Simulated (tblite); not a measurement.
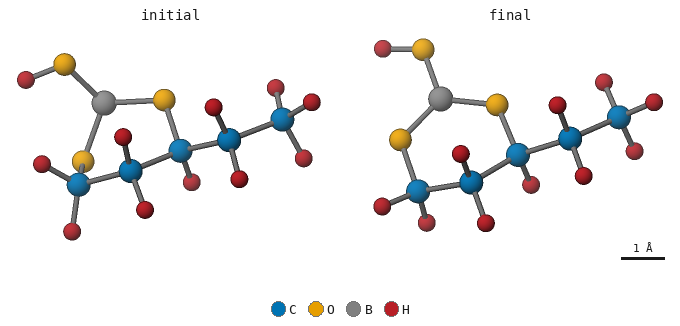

The structure of C5H11BO3 before (left) and after (right) a relaxation, at one scale.

The picture is a ball-and-stick view, seen at a tilt.

These are results of tblite, GFN2-xTB geometry optimisation, gas phase, not measurements. 

Summarise the run.

The atom that moves furthest after the best rigid fit is an H atom (1.31 Å). By element the largest moves are H 1.31 Å, O 1.15 Å, B 0.39 Å, C 0.37 Å. Some distances before and after: B–O 1.475 → 1.356 Å, B–O 1.474 → 1.377 Å, C–H 1.131 → 1.089 Å, C–C 1.491 → 1.527 Å. Among the angles between lasting bonds that change: C–O–B 103.8° → 118.9°, C–O–B 110.5° → 120.6°, O–B–O 114.1° → 123.8°. Groups turn about C–O by about 75°, C–C by about 40°. Over 89 geometry steps the energy falls by 2.153 eV. Cost: 0.84 s on 1 thread of Intel(R) Xeon(R) Processor @ 2.70GHz (shared host).
